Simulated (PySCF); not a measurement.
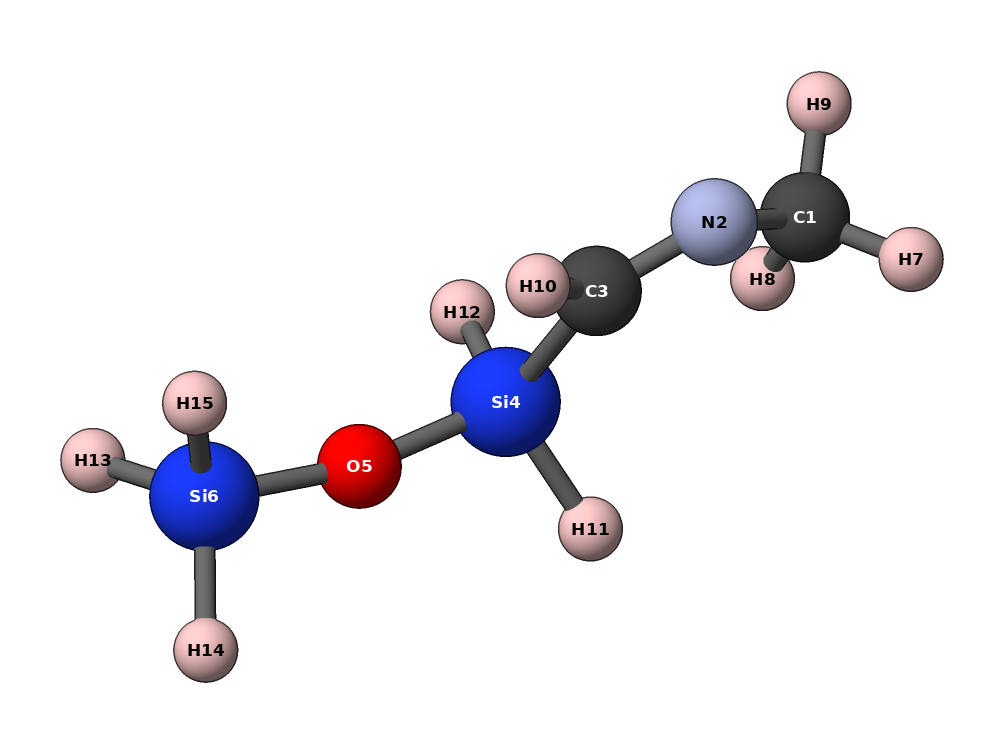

Computed geometry: GFN2-xTB optimisation. No frequency run is at hand to confirm it as a minimum. Properties computed with GIAO PBE0/pcSseg-1 NMR shielding, non-relativistic, gas phase (PySCF 2.14.0). Principal shieldings σ11 ≤ σ22 ≤ σ33, span Ω = σ33 − σ11, skew κ = 3(σiso − σ22)/Ω.

Give the shielding tensors of the O atoms.

| atom | σ11 | σ22 | σ33 | σiso | Ω | κ |
| --- | --- | --- | --- | --- | --- | --- |
| O5 | 258.8 | 378.8 | 395.4 | 344.3 | 136.6 | −0.76 |

Shieldings and span in ppm.

The geometry is semi-empirical. Around Si such bond lengths and angles can be off by a tenth of an ångström or more and by several degrees, and values that hang on the shape move with them.
